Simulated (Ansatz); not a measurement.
# Mg3PbO (model cell, started as antiperovskite): from the cell to its phonons, part 2 of 2

Aim: the phonons of Mg3PbO (model cell, started as antiperovskite) at a cell relaxed beforehand at this level. After the zone centre comes a 4×4×4 q mesh on a 8×8×8 k mesh.

Ansatz 0.2.0; DFT LDA, scalar-relativistic, plane waves, PAW; PAW set soft_1.

So far. Step 2 (Linear response at the zone centre): Before it was imposed, the acoustic sum rule was missed by 4.6e-5 eV/Å². Small misses are needed for a sound result but don't prove that mesh and cutoff are converged. The lowest optical mode is real, 144 cm⁻¹.

The structure was built from a prototype and need not be the compound's stable phase.

## 3. Response at finite wavevector

Stability and thermal properties need the whole zone. Linear response on a 4×4×4 q mesh gives force constants as far as a supercell of that size would.

File input.yaml:

```yaml
crystal:
  lattice:
    - [4.3259854434, 0.0, 0.0]
    - [0.0, 4.3259854434, 0.0]
    - [0.0, 0.0, 4.3259854434]
  atoms:
    - { symbol: Pb, position: [0.0, 0.0, 0.0] }
    - { symbol: O, position: [0.5, 0.5, 0.5] }
    - { symbol: Mg, position: [0.5, 0.5, 0.0] }
    - { symbol: Mg, position: [0.5, 0.0, 0.5] }
    - { symbol: Mg, position: [0.0, 0.5, 0.5] }
kpoints:
  mp_grid: { grid: [8, 8, 8] }
hamiltonian:
  xc: lda
  pseudopotentials: { kind: paw, azcp: { folder: soft_1 }, xc_functional: pbe }
scf:
  occupations: { method: methfessel_paxton, width: 0.2 }
output:
  eigenvalues: true
phonons:
  method: dfpt
  qmesh: [4, 4, 4]
  temperatures: { t_max: 1000, t_step: 50 }
  qpath:
    path:
      - [[0.0, 0.0, 0.0], [0.0, 0.5, 0.0], [0.5, 0.5, 0.0], [0.0, 0.0, 0.0], [0.5, 0.5, 0.5], [0.0, 0.5, 0.0]]
      - [[0.5, 0.5, 0.5], [0.5, 0.5, 0.0]]
    npoints: 10
```

On the command line:

```
$ ansatz run input.yaml --threads 8 --pin off --max-ram 16384MiB --backend cpu --events-out ev --progress --plain --runs-dir out
```

Numbers of over 12 decimals in the logs are rounded to 6 here.

Log:

```text
[...]
Crystal: 5 atoms, lattice volume = 80.957 Å³
Basis set: ecut = 420 eV, 1575 PW (Γ), exchange–correlation on 60×60×60 points (8 copies of the dense FFT grid, shifted against one another)
Bands: 30, of which v1, the nominal top of the filled ones, is band 25 counted from 1 (24 counted from 0)
Symmetry: 48 space group operations
k-points: 35 of 512
[...]
SCF iter   1: F=—  HF=-17867.808888 eV  |F-HF|=—  |Δ(HF+E_count)|=         —  Δρ=7.92e-2  dr2=4.45e0  ethr=3.10e-3  ⟨swp⟩=6.9  Hψ=4811  notcnv=0
[...]
SCF iter  11: F=-17866.941083 eV  HF=-17866.941083 eV  |F-HF|=3.64e-12  |Δ(HF+E_count)|=  3.64e-12  S|Δr|=    0.00e0  Δρ=4.14e-8  dr2=9.14e-13  ethr=1.00e-12  ⟨swp⟩=9.2  Hψ=5079  notcnv=0
SCF 1 converged in 11 iterations: F = -17866.941083 eV  dr2 = 9.14e-13
[...]
iter 1 solved again at ethr=6.26e-8 eV; its pass at ethr=3.10e-3 eV (dr2=3.13e-5 eV) is discarded
SCF iter   1: F=—  HF=-17866.941084 eV  |F-HF|=—  |Δ(HF+E_count)|=         —  Δρ=5.98e-7  dr2=1.24e-10  ethr=6.26e-8  ⟨swp⟩=3.7  Hψ=7956  notcnv=0
eigensolver tolerance schedule: the retry pair's looser diagonalisation over-reported the residual by 252660.18 of it (diagonalisation noise at an unbounded share of the residual, at the tolerance the schedule requests for it); recorded, not acted on — ethr = c·dr2/N_el stays at c = 1.0e-1
[...]
SCF iter   2: F=—  HF=-17866.941083 eV  |F-HF|=—  |Δ(HF+E_count)|=   1.58e-7  S|Δr|=    0.00e0  Δρ=4.11e-7  dr2=4.99e-11  ethr=1.00e-12  ⟨swp⟩=3.6  Hψ=2945  notcnv=0
[...]
SCF iter   4: F=-17866.941083 eV  HF=-17866.941083 eV  |F-HF|=1.46e-11  |Δ(HF+E_count)|=  2.18e-11  S|Δr|=    0.00e0  Δρ=1.33e-7  dr2=5.60e-12  ethr=1.00e-12  ⟨swp⟩=3.9  Hψ=2954  notcnv=0
SCF 2 converged in 4 iterations: F = -17866.941083 eV  dr2 = 5.60e-12
phonons: the bands overlap, so this run is a metal and interpolates without the dipole-dipole term. If the crystal is really an insulator or semiconductor, its LO-TO splitting is missing
NSCF: frozen V_eff on 35 k-points
WARN: eigensolver did not converge (k=0): 1 band(s) unlocked after 20 sweeps at ethr=1.41e-12 eV (storage-precision floor; scheduled 1.00e-12 eV) (lowest unlocked band 29, counted from 0; max residual 6.31e-5 eV among the unlocked bands, 6.31e-5 eV over every band; other slots of this pass that fall short are told together in one closing line; warning suppressed until the next SCF loop or pass starts)
WARN: eigensolver did not converge in 5 slots of this pass, the one above among them; of largest residual over every band (k=34): 1 band(s) unlocked (lowest unlocked band 29, counted from 0; max residual 8.47e-5 eV among the unlocked bands, 8.47e-5 eV over every band); of lowest unlocked band (k=0): band 29
[...]
DFPT response loops at q = (0, 0, 0) (fractional): preconditioner auto → Kerker (q_TF=auto, 2.518 Å⁻¹) (partly filled bands, converged f_vac=0.000); β = 1.00, the filter's whole step (`scf.mixing.beta` (0.50) is not read by the response loops under this deck's `scf.mixing.preconditioner`; to damp them name `kerker` or `kerker_dos`, under which they read `scf.mixing.beta`, and type it under 1.00, their step now; both keys bind the ground state too); Broyden in place of MSR1
[...]
SCF converged after 11 iterations
[...]
Free energy (F): -17866.941083 eV
[...]
Internal energy: -17866.940373 eV  (E = F + TS)
E sigma→0 (E₀):  -17866.940906 eV
Entropy (-TS):   -0.000710 eV (-0.142 meV/atom)
Fermi energy:    10.590636 eV
[...]
--- Band table (eV; the first three rows and the last of 35) ---
  k-point 0: bands = [... 21 lower, 4.4258, 10.0797, 10.0797, 10.0797, 11.2405, 11.2405, 11.2703, 16.6617, ... 1 higher]
  k-point 1: bands = [... 21 lower, 4.4537, 8.7625, 10.0566, 10.0566, 11.3503, 11.4519, 12.7874, 15.7684, ... 1 higher]
  k-point 2: bands = [... 21 lower, 4.5226, 7.2560, 9.9905, 9.9905, 11.6747, 11.9796, 14.9024, 15.0704, ... 1 higher]
  k-point 34: bands = [... 21 lower, 4.0023, 6.8587, 6.8587, 6.8587, 12.1680, 12.1680, 12.1680, 13.9715, ... 1 higher]
--- Phonons (Γ-DFPT): 4 representative perturbations + reference (Σ response iterations 13) ---
  ASR residual: 4.808e-5 → 0.000e0 eV/Å²; symmetrization residual: 5.484e-6 eV/Å²
  ASR residual per site (eV/Å²): 1.73e-6 4.81e-5 9.73e-6 9.73e-6 9.73e-6
[...]
--- Phonons (arbitrary-q DFPT): 10 irreducible q on the 4×4×4 mesh ---
  q = [0.0000, 0.0000, 0.0000] (star 1, of the zone-centre solve; hermiticity 1.97e-6, symmetrization 1.55e-11): -0.00 -0.00 0.00 143.56 143.56 143.56 189.55 189.55 189.55 266.54 266.54 266.54 306.87 306.87 306.87
  q = [0.0000, 0.0000, 0.2500] (star 6, 9 solved perturbations in 1560 linear systems a pass and spin channel, the states on 200 of 512 k-point pairs; hermiticity 1.01e-6, symmetrization 2.84e-12): 50.84 50.84 71.93 144.73 144.73 173.35 192.69 195.40 195.40 275.24 275.24 285.25 304.74 304.74 340.29
[...]
q = [0.0000, 0.2500, -0.5000] (star 12, 15 solved perturbations on 200 of 512 k-point pairs; hermiticity 1.18e-6, symmetrization 6.12e-14): 71.92 73.48 81.22 145.36 155.98 162.58 200.77 203.63 228.71 240.92 258.58 289.87 297.07 335.03 350.35
[...]
sum rule: each row above includes the acoustic sum rule's correction from the zone centre's row sums; it moved no ω² by more than (0.90 cm⁻¹)²
  mesh force constants: q→R imaginary residual 1.39e-18; ASR residual 4.808e-5 → 0.000e0 eV/Å²; symmetrization residual 7.550e-15 eV/Å²
  interpolated dispersion: 62 rows × 15 modes
  density of states and harmonic sums: on the 16×16×16 q-mesh, interpolated from the force constants of a 4×4×4 supercell (no non-analytic term)
  largest difference from the sums on the solved wave vectors: F 1.39e-2 eV, S 1.79e-5 and C_V 3.98e-6 eV/K
  zero-point energy: 0.189481 eV/cell   skipped modes (ω ≤ 0): 3   left out of the sums: 4.88e-5 of the cell's modes: C_V's classical limit lies that fraction below 3 k_B per atom; for a crystal, a wire or a layer, F and S can be off by more, and a phonons.interpolated_qmesh denser along its periods is the remedy for the sampling
```

Run time: 6.7 min. Hardware: 8 threads of Arm Neoverse V2, shared host; peak memory 2.8 GiB; 51 min of CPU time.

This step gave:

```yaml
sum_rule_residual_before_enforcement: 4.81e-5 eV/Å²
lowest_frequency_on_the_path: 0 cm⁻¹
highest_frequency_on_the_path_or_at_a_solved_wavevector: 396.7 cm⁻¹
mean_frequency: 203.8 cm⁻¹
debye_temperature_second_moment: 414 K
logarithmic_mean_frequency: 179.5 cm⁻¹
lowest_mode_on_the_q_mesh_acoustic_modes_at_gamma_apart: 50.1 cm⁻¹
zero_point_energy_per_atom: 37.9 meV
heat_capacity_at_300_k: 22.77 J/(mol atoms K)
vibrational_entropy_at_300_k: 29.81 J/(mol atoms K)
```

Frequencies (cm⁻¹) solved at each irreducible wavevector; negative means imaginary. Frequencies by wavevector, by row:

```csv
q in reciprocal lattice units,star,mode 1,mode 2,mode 3,mode 4,mode 13,mode 14,mode 15
0 0 0,1,0,0,0,143.6,306.9,306.9,306.9
0 0 0.25,6,50.8,50.8,71.9,144.7,304.7,304.7,340.3
0 0 -0.5,3,72.7,72.7,96.3,141,311.1,311.1,396.7
0 0.25 0.25,12,52.8,62,88.2,148.1,299.7,317.5,356.2
0 0.25 -0.5,12,71.9,73.5,81.2,145.4,297.1,335,350.4
0 -0.5 -0.5,3,50.1,70.3,70.3,111.6,290,318.6,365.6
0.25 0.25 0.25,8,69,69,86.8,140.7,291.3,324.3,347.5
0.25 0.25 -0.5,12,72.1,79.3,82.4,138.3,305.4,308.2,366.3
0.25 -0.5 -0.5,6,78.7,78.7,80.4,115.4,283.7,283.7,388.6
-0.5 -0.5 -0.5,1,84.2,84.2,84.2,117.1,306.1,306.1,384.9
```

Interpolated from a 4×4×4 q mesh. Phonon branches along the path, in cm⁻¹:

```csv
point,branch 1,branch 2,branch 3,branch 4,branch 12,branch 13,branch 14,branch 15
Γ,0,0,0,144,266,307,307,307
X,73,73,96,141,282,311,311,397
M,50,70,70,112,266,290,319,366
Γ,0,0,0,144,266,307,307,307
R,84,84,84,117,306,306,306,385
X,73,73,96,141,282,311,311,397
jump to R,84,84,84,117,306,306,306,385
M,50,70,70,112,266,290,319,366
```

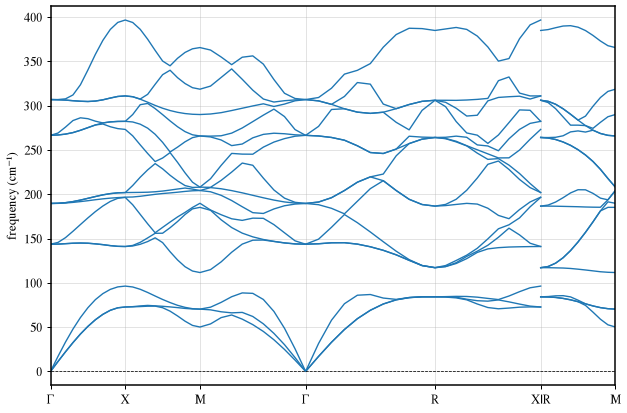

Phonon branches along the path.

The phonon density of states has structure finer than the step of the table below, so its rows give means over 25 cm⁻¹, whole bins alone (the curve runs from 2.5 to 398 cm⁻¹). Peaks (cm⁻¹: height): 72.5: 0.109, 147.5: 0.115, 167.5: 0.0534, 187.5: 0.0670, 232.5: 0.0522, 242.5: 0.0819, 302.5: 0.0894.

Tetrahedra on a 16×16×16 mesh, mean over bins of 5 cm-1. Interpolated from a 4×4×4 q mesh. Phonon density of states against wavenumber; means over each step:

```csv
wavenumber (cm⁻¹),phonon density of states (1/cm⁻¹/cell)
25,0.00254
50,0.0190
75,0.0901
100,0.00851
125,0.0208
150,0.0708
175,0.0462
200,0.0540
225,0.0414
250,0.0661
275,0.0526
300,0.0650
325,0.0237
350,0.0244
375,0.0134
```

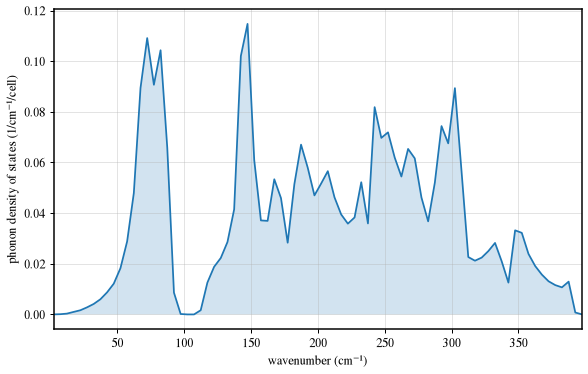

Phonon density of states against wavenumber.

The partial phonon density of states has structure finer than the step of the table below, so its rows give means over 25 cm⁻¹, whole bins alone (the curve runs from -10 to 417 cm⁻¹). Peaks (cm⁻¹: height): Mg 145.7: 0.0922, 167.2: 0.0480, 186.0: 0.0542, 245.1: 0.0686, 304.2: 0.0265; O 271.9: 0.0331, 301.5: 0.0539; Pb 73.2: 0.0946, 145.7: 0.0123.

Phonopy on the run's constants, 13x13x13 mesh, Gaussian sigma 3.0 cm-1. Interpolated from a 4×4×4 q mesh. Table of partial phonon density of states by wavenumber; means over each step; values in 1/cm⁻¹/cell:

```csv
wavenumber (cm⁻¹),Mg,O,Pb
25,6.1e-4,1.4e-4,0.00205
50,0.00268,6.4e-4,0.0161
75,0.00411,0.00140,0.0821
100,6.6e-4,6.9e-5,0.00981
125,0.0213,1.8e-4,5.3e-4
150,0.0594,0.00366,0.00584
175,0.0420,0.00377,0.00139
200,0.0485,0.00402,6.4e-4
225,0.0372,0.00401,3.7e-4
250,0.0530,0.0124,4.2e-4
275,0.0245,0.0286,3.6e-4
300,0.0224,0.0417,2.1e-4
325,0.0163,0.00647,5.7e-5
350,0.0155,0.00930,5.4e-5
375,0.0102,0.00321,1.4e-5
400,0.00145,3.9e-4,0
```

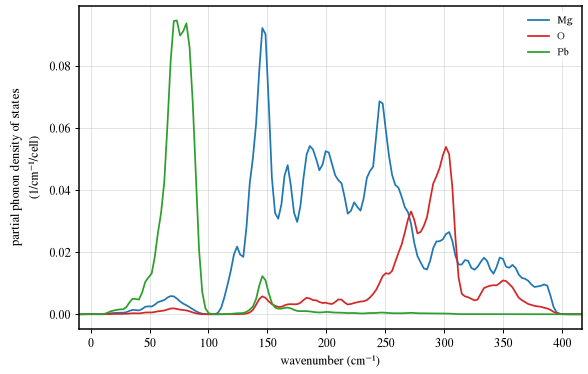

Partial phonon density of states, plotted against wavenumber.

Harmonic thermodynamic functions per atom, from the density of states. Interpolated from a 4×4×4 q mesh. Thermodynamic functions, by row:

```csv
T (K),F_vib (meV/atom),S (J/mol-atom/K),C_V (J/mol-atom/K)
0,37.9,0,0
50,37.46,2.78,5.49
100,34.43,9.083,13.23
200,18.57,21,20.5
300,-7.99,29.81,22.77
400,-42.5,36.51,23.67
500,-83.19,41.84,24.11
600,-128.9,46.26,24.36
700,-178.9,50.03,24.51
800,-232.4,53.31,24.61
900,-289.2,56.21,24.68
1000,-348.9,58.81,24.73
```

Harmonic mean-square displacement, third of the trace. Interpolated from a 4×4×4 q mesh. Mean square displacements, by row:

```csv
T (K),Pb1 U_eq (Å²),O2 U_eq (Å²),Mg3 U_eq (Å²),Mg4 U_eq (Å²),Mg5 U_eq (Å²)
0,0.00111,0.00414,0.00358,0.00358,0.00358
100,0.00252,0.00495,0.00461,0.00461,0.00461
300,0.00705,0.00956,0.01008,0.01008,0.01008
600,0.014,0.0179,0.01935,0.01935,0.01935
```

Symmetry leaves 10 wavevectors to solve. The lowest mode among them, the acoustic zeros apart, lies at q = (0, -0.5, -0.5) and is real, 50.1 cm⁻¹.

## 4. Outcome

| Quantity | Value |
| --- | --- |
| space group (within 0.01 Å) | Pm-3m |
| volume per atom | 16.2 Å³ |
| electronic character | no gap on this mesh |
| highest optical mode at the zone centre (no LO-TO term) | 307 cm⁻¹ |
| lowest optical zone-centre mode | 144 cm⁻¹ |
| lowest mode on the q mesh (acoustic modes at Γ apart) | 50.1 cm⁻¹ |
| highest frequency on the path or at a solved wavevector | 397 cm⁻¹ |
| zero-point energy per atom | 37.9 meV |
| heat capacity at 300 K | 22.8 J/(mol atoms K) |
| vibrational entropy at 300 K | 29.8 J/(mol atoms K) |
| Debye temperature (second moment) | 414 K |
| imaginary modes on the 4×4×4 q mesh | none |

In words: The structure is a minimum as far as tested: no mode is imaginary at the 10 irreducible wavevectors of the 4×4×4 mesh, and the softest away from the acoustic zeros lies at 50 cm⁻¹. The optical modes at Γ span 144 to 307 cm⁻¹. With no gap, or one that is small against the smearing, the frequencies hang on the k mesh and the smearing, most of all near Kohn anomalies. Spin-orbit coupling is left out, which can matter for the heavy elements here. The PAW files were made for PBE and serve the other functionals too. A phonon run warned that its eigensolver left some bands unconverged in a pass. The starting cell was built on a prototype and not taken from a measurement, so the phase need not exist. These are harmonic frequencies at zero temperature: anharmonic shifts, linewidths and thermal expansion are left out.

[Logs are printed without paths, hosts, clocks, repeated set-up lines and the standing remarks that a program may print on its own settings, such as how far it seeks lower states.]

[Hosts, paths, dates, database ids (printed as entryN), source tags and the programs' standing remarks are cut or masked in the printed files.]
